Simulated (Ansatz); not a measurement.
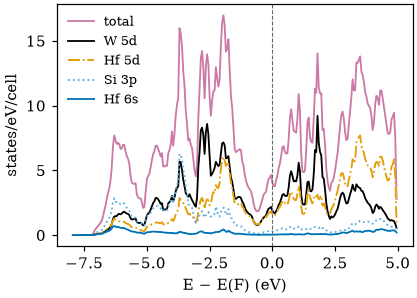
Figure. Total and projected density of states of HfSiW in space group Pnma (No. 62; Hf on 4c, Si on 4c, W on 4c), the program Ansatz at the r²SCAN level (PAW)

Problem. Which orbitals carry the states next to the Fermi level?

Solution. Within 0.5 eV of the Fermi level: W 5d 46 %, Hf 5d 40 %, Si 3p 7 %. Projections are on Löwdin-orthogonalised atomic valence shells; empty p or d shells of many metals are not among them.

Problem. Where is the tallest occupied peak in this window, and what makes it?

Solution. Near -1.9 eV, about 17 states/eV per cell; the largest projected share is W 5d.

The workflow started from a Materials Project entry (that database holds measured and hypothetical structures alike); the Crystallography Open Database copy checked does not list it. Whether it is the stable phase at ambient conditions was not checked. The r²SCAN relaxation kept the symmetry of its start; its stability against distortions is not shown here. The run is not spin-polarised. Scalar-relativistic: spin–orbit coupling is off unless named, which matters more the heavier the elements.

Potentials: the earlier of the program's two PAW sets.
